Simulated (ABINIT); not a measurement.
# A GW chain in ABINIT: SrTiO3 (I4/mcm), part 2 of 2

Aim: the G0W0 gap of SrTiO3 (I4/mcm) on PBE, step by step.

ABINIT 10.8.3; PBE and many-body steps on it, plane waves. Known limits of the many-body steps: not at the basis limit; no spin-orbit coupling.

So far. Step 2 (Ground state): The gap is direct, at Γ. Step 3 (Empty states on the mesh, 4×4×4 mesh, 431 bands): On this mesh the gap is 1.925 eV.

## (4) Screening, 4×4×4 mesh, 84 bands, screening to 76.2 eV

The RPA dielectric matrix is built and inverted for each q.

This step: RPA screening on PBE, plane waves, norm-conserving pseudopotentials.

run.abi reads:

```
acell 3*1.0 Angstrom
rprim 
  -2.755500000000 2.755500000000 3.898000000000
  2.755500000000 -2.755500000000 3.898000000000
  2.755500000000 2.755500000000 -3.898000000000
ntypat 3
znucl 38 22 8
natom 10
typat 1 1 2 2 3 3 3 3 3 3
xred 
  0.750000000000 0.250000000000 0.500000000000
  0.250000000000 0.750000000000 0.500000000000
  0.000000000000 0.000000000000 0.000000000000
  0.500000000000 0.500000000000 0.000000000000
  0.250000000000 0.250000000000 0.000000000000
  0.750000000000 0.750000000000 0.000000000000
  0.745100000000 0.245100000000 0.990200000000
  0.245100000000 0.254900000000 0.500000000000
  0.254900000000 0.754900000000 0.009800000000
  0.754900000000 0.745100000000 0.500000000000
pp_dirpath "pseudos"
pseudos "Sr.upf, Ti.upf, O.upf"
ecut 38
ngkpt 4 4 4
nshiftk 1
shiftk 0 0 0
kptopt 1
chksymbreak 0
istwfk *1
occopt 1
irdwfk 1
optdriver 3
nband 84
ecuteps 2.8
inclvkb 2
awtr 1
symchi 1
indata_prefix "in"
outdata_prefix "out"
tmpdata_prefix "tmp"
```

On the command line:

```console
$ OMP_NUM_THREADS=1 mpirun -n 16 abinit run.abi > log
```

Numbers of over 12 decimals in the logs are rounded to 6 here.

Log:

```text
.Version 10.8.3 of ABINIT. v10.8.2 released Aug 2026.

 Symmetries : space group I4/m c m (#140); Bravais tI (body-center tetrag.)
[... echo of the input left out ...]
== DATASET  1 ==================================================================
-   mpi_nproc: 16, omp_nthreads: 1 (-1 if OMP is not activated)

--- !DatasetInfo
iteration_state: {dtset: 1, }
dimensions: {natom: 10, nkpt: 13, mband: 84, nsppol: 1, nspinor: 1, nspden: 1, mpw: 8964, }
cutoff_energies: {ecut:  38.0, pawecutdg:  -1.0, }
electrons: {nelect:   8.00000000E+01, charge:   0.00000000E+00, occopt:   1.00000000E+00, tsmear:   1.00000000E-02, }

 SCREENING: Calculation of the susceptibility and dielectric matrices

 Based on a program developped by R.W. Godby, V. Olevano, G. Onida, and L. Reining.
 Incorporated in ABINIT by V. Olevano, G.-M. Rignanese, and M. Torrent.
.Using double precision arithmetic ; gwpc =  8

[... cell and pseudopotentials left out ...]
--------------------------------------------------------------------------------

 ==== K-mesh for the wavefunctions ====
 Number of points in the irreducible wedge :    13
[... list of points left out ...]
 Together with 16 symmetry operations and time-reversal symmetry
 yields    64 points in the full Brillouin Zone.

 ==== Q-mesh for the screening function ====
 Number of points in the irreducible wedge :    13
[... list of points left out ...]
 Together with 16 symmetry operations and time-reversal symmetry
 yields    64 points in the full Brillouin Zone.

 setmesh: FFT mesh size selected  =    60x   60x   60
          total number of points  =       216000

 vcoul_init : cutoff-mode = AUXILIARY_FUNCTION
 q-points for optical limit:   1
     1)      0.000010    0.000020    0.000030

- screening: taking advantage of time-reversal symmetry
- Maximum band index for partially occupied states nbvw = 40
- Remaining bands to be divided among processors   nbcw = 44
- Number of bands treated by each node ~2

 Number of electrons calculated from density =   80.0000; Expected =   80.0000
 average of density, n =  0.100136
 r_s =    1.3359
 omega_plasma =   30.5247 [eV]

 calculating chi0 at frequencies [eV] :
  1    0.000000E+00    0.000000E+00
  2    0.000000E+00    3.052467E+01

--------------------------------------------------------------------------------
  q-point number  1        q = ( 0.000000, 0.000000, 0.000000) [r.l.u.]
--------------------------------------------------------------------------------
[... chi0 elements left out ...]
 For q-point:  0.000010 0.000020 0.000030
  dielectric constant =   6.0743
  dielectric constant without local fields =   6.2918

  Average fulfillment of the sum rule on Im[epsilon] for q-point    1 :     31.03  [%]
[... wings left out ...]
  q-point number  2        q = ( 0.250000, 0.000000, 0.000000) [r.l.u.]
--------------------------------------------------------------------------------
[... chi0 elements left out ...]
  Average fulfillment of the sum rule on Im[epsilon] for q-point    2 :     46.77  [%]

 [... 11 further q-points ...]
```

Run time: 8.9 min. Hardware: 16 MPI ranks of Arm Neoverse N1, shared host; peak memory 34 GiB.

Numbers from this step:

- ε∞ with local fields, on this mesh, along the program's q direction: 6.074
- the same without local fields: 6.292
- plasma frequency: 30.52 eV
- plane waves in the screening matrix: 169

Local fields lower ε∞ by 3 %.

## (5) Self-energy, 4×4×4 mesh, 84 bands, screening to 76.2 eV

The self-energy is evaluated for the states that the input lists, and the levels follow from it, in one-shot runs by the linearised quasiparticle equation.

This step: G0W0 on PBE, plane waves, norm-conserving pseudopotentials.

run.abi, as its differences from that of step 4:

```diff
@@ -31,8 +31,15 @@
 irdwfk 1
-optdriver 3
+optdriver 4
 nband 84
+gwcalctyp 0
+ecutsigx 38
+symsigma 1
+nkptgw 1
+kptgw 
+  0.0000000000 0.0000000000 0.0000000000
+bdgw 
+  39 43
 ecuteps 2.8
-inclvkb 2
-awtr 1
-symchi 1
+irdscr 1
+ppmodel 1
 indata_prefix "in"
```

Log:

```text
.Version 10.8.3 of ABINIT. v10.8.2 released Aug 2026.

 Symmetries : space group I4/m c m (#140); Bravais tI (body-center tetrag.)
[... echo of the input left out ...]
== DATASET  1 ==================================================================
-   mpi_nproc: 16, omp_nthreads: 1 (-1 if OMP is not activated)

--- !DatasetInfo
iteration_state: {dtset: 1, }
dimensions: {natom: 10, nkpt: 13, mband: 84, nsppol: 1, nspinor: 1, nspden: 1, mpw: 8964, }
cutoff_energies: {ecut:  38.0, pawecutdg:  -1.0, }
electrons: {nelect:   8.00000000E+01, charge:   0.00000000E+00, occopt:   1.00000000E+00, tsmear:   1.00000000E-02, }

 SIGMA: Calculation of the GW corrections

 Based on a program developped by R.W. Godby, V. Olevano, G. Onida, and L. Reining.
 Incorporated in ABINIT by V. Olevano, G.-M. Rignanese, and M. Torrent.
.Using double precision arithmetic ; gwpc =  8

[... cell and pseudopotentials left out ...]
--------------------------------------------------------------------------------

 ==== K-mesh for the wavefunctions ====
 Number of points in the irreducible wedge :    13
[... list of points left out ...]
 Together with 16 symmetry operations and time-reversal symmetry
 yields    64 points in the full Brillouin Zone.

 ==== Q-mesh for screening function ====
 Number of points in the irreducible wedge :    13
[... list of points left out ...]
 Together with 16 symmetry operations and time-reversal symmetry
 yields    64 points in the full Brillouin Zone.

 vcoul_init : cutoff-mode = AUXILIARY_FUNCTION
 q-points for optical limit:   1
     1)      0.000010    0.000020    0.000030
 setmesh: FFT mesh size selected  =    72x   72x   72
          total number of points  =       373248

 Number of electrons calculated from density =   80.0000; Expected =   80.0000
 average of density, n =  0.100136
 r_s =    1.3359
 omega_plasma =   30.5247 [eV]

 === KS Band Gaps ===
  >>>> For spin  1
   Minimum direct gap =   1.9248 [eV], located at k-point      :   0.0000  0.0000  0.0000
   Fundamental gap    =   1.9248 [eV], Top of valence bands at :   0.0000  0.0000  0.0000
                                       Bottom of conduction at :   0.0000  0.0000  0.0000
 SIGMA fundamental parameters:
 PLASMON POLE MODEL  1
 number of plane-waves for SigmaX                 8873
 number of plane-waves for SigmaC and W            169
 number of plane-waves for wavefunctions          8873
 number of bands                                    84
 number of independent spin polarizations            1
 number of spinorial components                      1
 number of k-points in IBZ                          13
 number of q-points in IBZ                          13
 number of symmetry operations                      16
 number of k-points in BZ                           64
 number of q-points in BZ                           64
 number of frequencies for dSigma/dE                 9
 frequency step for dSigma/dE [eV]                0.25
 number of omega for Sigma on real axis              0
 max omega for Sigma on real axis  [eV]           0.00
 zcut for avoiding poles [eV]                     0.10

 EPSILON^-1 parameters (SCR file):
 dimension of the eps^-1 matrix on file            169
 dimension of the eps^-1 matrix used               169
 number of plane-waves for wavefunctions          8873
 number of bands                                    84
 number of q-points in IBZ                          13
 number of frequencies                               2
 number of real frequencies                          1
 number of imag frequencies                          1

 matrix elements of self-energy operator (all in [eV])

 Perturbative Calculation

--- !SelfEnergy_ee
iteration_state: {dtset: 1, }
kpoint     : [   0.000,    0.000,    0.000, ]
spin       : 1
KS_gap     :    1.925
QP_gap     :    3.709
Delta_QP_KS:    1.785
data: !SigmaeeData |
     Band     E0 <VxcDFT>   SigX SigC(E0)      Z dSigC/dE  Sig(E)    E-E0       E
       39   6.988 -20.200 -25.163   5.402   0.765  -0.307 -19.865   0.335   7.323
       40   6.988 -20.200 -25.163   5.402   0.765  -0.307 -19.865   0.335   7.323
       41   8.913 -18.885 -11.498  -4.675   0.781  -0.280 -16.765   2.120  11.033
       42   8.913 -18.885 -11.498  -4.675   0.781  -0.280 -16.765   2.120  11.033
       43   8.914 -18.886 -11.498  -4.675   0.781  -0.280 -16.765   2.120  11.034

== END DATASET(S) ==============================================================
================================================================================

 -outvars: echo values of variables after computation  --------
           etotal      0.0000000000E+00
            nband          84
             nkpt          13
          spgroup         140
 [... the other variables as echoed above ...]

 Calculation completed.
```

Run time: 13 s. Hardware: 16 MPI ranks; peak memory 7.9 GiB; 3.5 min of CPU time.

This step gave:

```
G0W0 gap on the points computed              : 3.710 eV
starting gap on the mesh                     : 1.925 eV
k of the valence top                         : 0, 0, 0
k of the conduction bottom                   : 0, 0, 0
Z at the valence top                         : 0.765
Z at the conduction bottom                   : 0.781
least direct G0W0 gap on the computed points : 3.710 eV
```

The gap on the mesh goes from 1.92 eV to 3.71 eV, a correction of +1.79 eV.

Limits: finite bands, cutoff and mesh; no spin-orbit coupling. v1 is the top filled band, c1 the lowest empty one. The levels before and after the correction (eV, zero at the valence-band top of each column):

|  | conduction bottom | valence top |
| --- | --- | --- |
| Kohn-Sham | 1.92 | 0.00 |
| G0W0 | 3.71 | 0.00 |

|  | level | energy (eV) |
| --- | --- | --- |
| Kohn-Sham | Γ v2-v1 | 0.000 |
| Kohn-Sham | Γ c1-c3 | 1.925 |
| G0W0 | Γ v2-v1 | 0.000 |
| G0W0 | Γ c1-c3 | 3.710 |

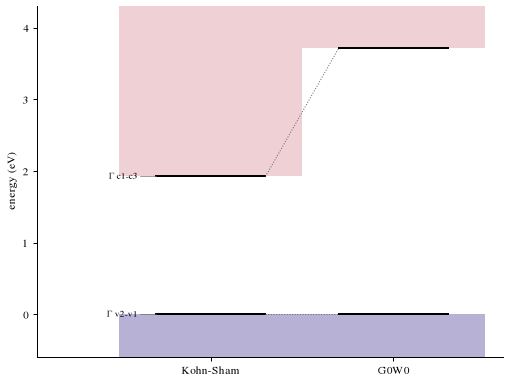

Levels before and after the correction. Shaded: valence and conduction bands.

## (6) Where the time went

Times are wall times on 16 MPI ranks of Arm Neoverse N1, shared host, good to a factor of about two.

| step | time | share | memory (GiB) |
| --- | --- | --- | --- |
| ground state | 2.2 min | 10 % | 1.9 |
| empty states on the mesh | 11 min | 49 % | 2.2 |
| screening | 8.9 min | 40 % | 34 |
| self-energy | 13 s | 1 % | 7.9 |

## (7) What came out

* PBE gap: 1.92 eV, direct
* G0W0 gap on the mesh: 3.71 eV
* GW settings: 4×4×4 mesh, 84 bands, screening to 76.2 eV, Godby-Needs plasmon pole
* known limits: not at the basis limit; no spin-orbit coupling

What this shows: G0W0 moves the gap on the mesh from 1.92 eV to 3.71 eV (+1.79 eV), with Z of 0.77 and 0.78 at the edges. Local fields lower the RPA ε∞ on this mesh from 6.29 to 6.07. Only 1 of the mesh's irreducible points was corrected, so a valley elsewhere could overtake. Bands and cutoff are finite, so the gap is not at the basis limit. The miss can reach some tenths of an eV and take either sign; the mesh is an error of its own. In the G0W0 run levels were corrected at 1 k point alone, so a gap called «on the mesh» is the least over those, and an edge elsewhere would be missed. The many-body steps are scalar-relativistic: spin-orbit coupling is not in them.

[Paths, hosts, dates, memory and timing lines, banners, echoed tables and standing remarks are left out of the program output.]

[Logs are printed without paths, hosts, clocks, repeated set-up lines and the standing remarks that a program may print on its own settings, such as how far it seeks lower states.]

[Runs of the session that timed out or met a known fault of the program may be left out.]

[Hosts, paths, dates, database ids (printed as entryN), source tags and the programs' standing remarks are cut or masked in the printed files.]

[G0W0 gaps are taken among the corrected bands and points alone; a level outside them can change the order at an edge.]

[Where Ansatz stands beside ABINIT at settings called matched, ABINIT's density can come from a denser mesh and the files from another edition; pairs whose starting gaps differed by over 0.03 eV were left out, so agreement reads better than it is.]
